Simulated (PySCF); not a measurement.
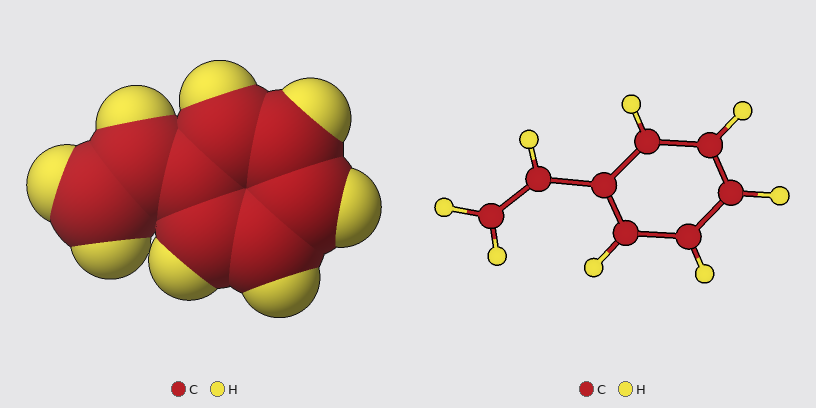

Both panels show the same species.

The computed structure is the end point of a GFN2-xTB optimisation. No frequency run is at hand to confirm it as a minimum.

Question: What is the molecular formula?

Answer: C₈H₈, 16 atoms: 8 carbon and 8 hydrogen.

Question: Does it have rings?

Answer: Independent rings (smallest set): 1 of 6 members, 1 of them aromatic.

Question: Name some functional groups or characteristic bonds that it holds.

Answer: Among them: alkene.

Question: How many bonds of each kind are drawn?

Answer: 8 C–C, 8 C–H.

More results for the same structure follow; atom numbers are the same in all pictures, views and colours differ.

**Symmetry**

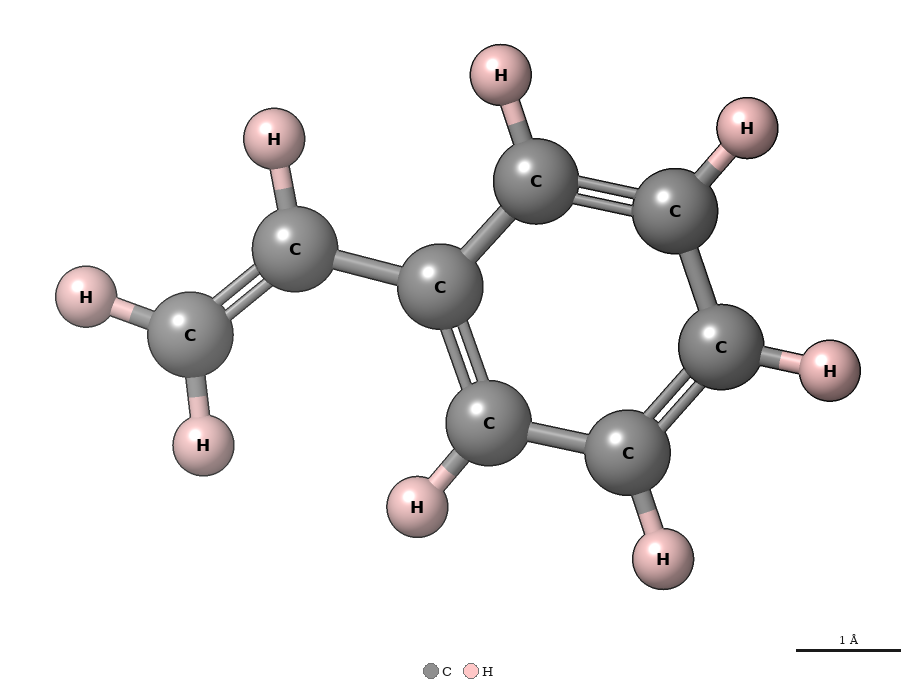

Atoms fade into the background with distance from the viewer. No frequency run is at hand to confirm it as a minimum. Masses are those of the most abundant isotopes; constants are for the rigid equilibrium geometry.

Question: Classify the rotor and give the rotational constants (GHz).

Answer: An asymmetric top (Cs): A = 5.25, B = 1.57, C = 1.21 GHz. Ray's parameter κ is −0.82, nearer the prolate limit.

**Electronic properties**

No frequency run is at hand to confirm it as a minimum. Properties computed with PBE0/pcSseg-1, gas phase (PySCF 2.14.0).

Question: Estimate the dipole moment.

Answer: 0.15 D.

Question: Estimate the HOMO–LUMO gap.

Answer: 5.55 eV.

Question: Give the HOMO energy (Kohn–Sham orbital) at this level.

Answer: −6.62 eV.

**NMR shielding**

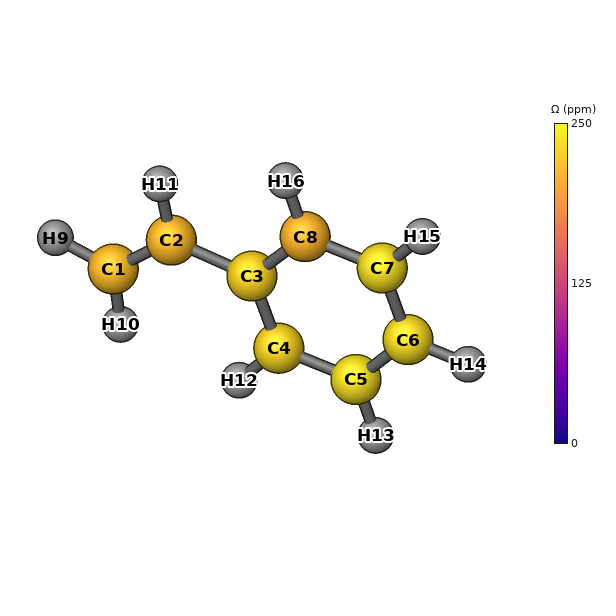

The C atoms are coloured by the span of their shielding tensor. No frequency run is at hand to confirm it as a minimum. Level of theory: GIAO PBE0/pcSseg-1 NMR shielding, non-relativistic, gas phase (PySCF 2.14.0). Principal shieldings σ11 ≤ σ22 ≤ σ33, span Ω = σ33 − σ11, skew κ = 3(σiso − σ22)/Ω.

Give the shielding tensors of the C atoms.

```json
{"atom": "C1", "σ11": "−42.4", "σ22": "75.7", "σ33": "172.7", "σiso": "68.6", "Ω": "215.1", "κ": "−0.10"}
{"atom": "C2", "σ11": "−71.7", "σ22": "56.2", "σ33": "141.3", "σiso": "41.9", "Ω": "213.0", "κ": "−0.20"}
{"atom": "C3", "σ11": "−51.0", "σ22": "9.5", "σ33": "177.6", "σiso": "45.3", "Ω": "228.5", "κ": "0.47"}
{"atom": "C4", "σ11": "−47.2", "σ22": "42.1", "σ33": "182.9", "σiso": "59.2", "Ω": "230.1", "κ": "0.22"}
{"atom": "C5", "σ11": "−58.6", "σ22": "39.9", "σ33": "177.8", "σiso": "53.0", "Ω": "236.4", "κ": "0.17"}
{"atom": "C6", "σ11": "−56.4", "σ22": "38.9", "σ33": "177.1", "σiso": "53.2", "Ω": "233.5", "κ": "0.18"}
{"atom": "C7", "σ11": "−59.1", "σ22": "40.0", "σ33": "176.7", "σiso": "52.5", "Ω": "235.8", "κ": "0.16"}
{"atom": "C8", "σ11": "−49.3", "σ22": "40.3", "σ33": "161.2", "σiso": "50.7", "Ω": "210.5", "κ": "0.15"}
```

Shieldings and span in ppm.

**Charges**

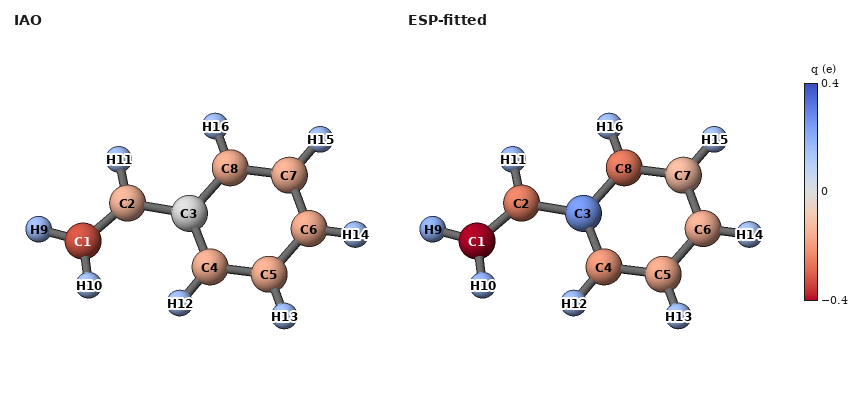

Atomic charges of one calculation by 2 schemes, on one colour scale. No frequency run is at hand to confirm it as a minimum. Level of theory: PBE0/pcSseg-1 (PySCF 2.14.0).

Question: Which scheme gives the most polar picture (largest mean size of the charges)?

Answer: The ESP-fitted charges are the largest in size here.

Question: On which atom do the schemes disagree most?

Answer: On C3 (from 0.00 to 0.24 e).

List the charges (e), one line for each set of equivalent atoms.

```tsv
atom	IAO	ESP-fitted
C1	−0.31	−0.40
C2	−0.14	−0.24
C3	0.00	0.24
C4	−0.15	−0.19
C5	−0.15	−0.16
C6	−0.15	−0.15
C7	−0.15	−0.12
C8	−0.15	−0.25
H9	0.16	0.18
H10	0.14	0.18
H11	0.14	0.17
H12	0.15	0.16
H13	0.15	0.15
H14	0.15	0.14
H15	0.15	0.14
H16	0.15	0.15
```
